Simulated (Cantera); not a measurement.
A closed system holds: 1 mol HMDSO, 2.2 mol O₃, 7 mol H₂, held at 10.0 mbar.

Equilibrium computed with Cantera from the NASA thermochemical tables; the gas is ideal and each condensed phase is pure. Candidate condensed phases: C, C₆H₆, C₇H₈, C₈H₁₈, H₂O, Si, SiC, SiO₂; 123 gas species. The feed counts by its element totals alone. Mutual solubility and eutectic melting of coexisting phases are not modelled. The tables hold silica as quartz up to 1696 K and as liquid above; real silica turns to tridymite and cristobalite and melts near 1996 K. Kinetics and transport are ignored.

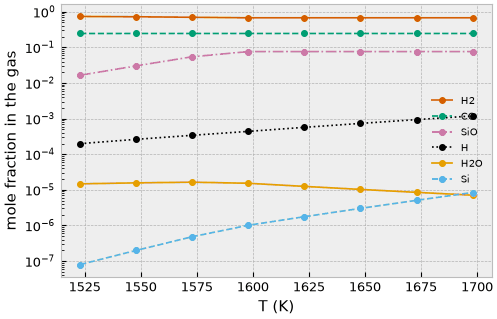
Fig. 1. Equilibrium gas composition (values under 1e-9 drawn at 1e-9)

From 1523 K to 1573 K the condensed part is SiC(s) + SiO₂(β-quartz). From 1598 K to 1698 K the condensed part is SiC(s). The main Si-bearing gas is SiO throughout.
